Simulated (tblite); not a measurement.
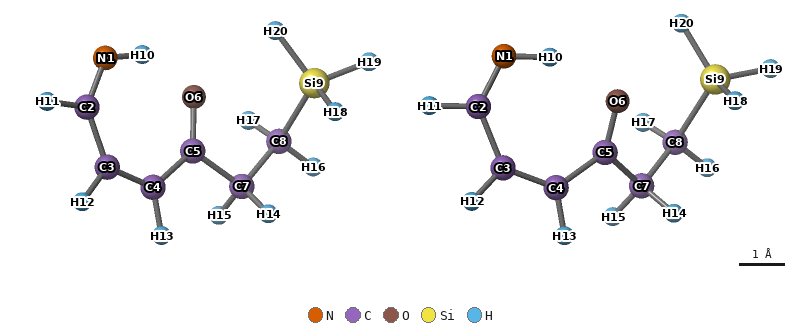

Two geometries of C6H11NOSi, drawn at one scale. One is the start of a relaxation, the other its converged end. Style: ball-and-stick. Shown at a tilt.

These are results of GFN2-xTB geometry optimisation, gas phase (tblite), not measurements. 

> Which geometry has the lower energy?

The right one is the relaxed one. The largest move after the best rigid fit is that of O6, 1.02 Å. Largest moves by element: O 1.02 Å, H 0.93 Å, C 0.44 Å, N 0.29 Å, Si 0.20 Å. Among the contacts that change: O6–Si9 2.706 → 2.571 Å, C8–Si9 1.838 → 1.915 Å, C2–C3 1.416 → 1.469 Å, C3–C4 1.306 → 1.341 Å. Bond angles that change, for instance: C2–N1–H10 124.0° → 115.7°, C4–C5–O6 131.3° → 124.3°, O6–C5–C7 114.5° → 120.9°. Groups turn about C4–C5 by about 30°, C5–C7 by about 25°, C2–C3 by about 25°. After 199 geometry steps the energy has fallen by 15.9 kcal/mol. Cost: 1.4 s on 1 thread of Arm Neoverse V2, with other jobs on the host.
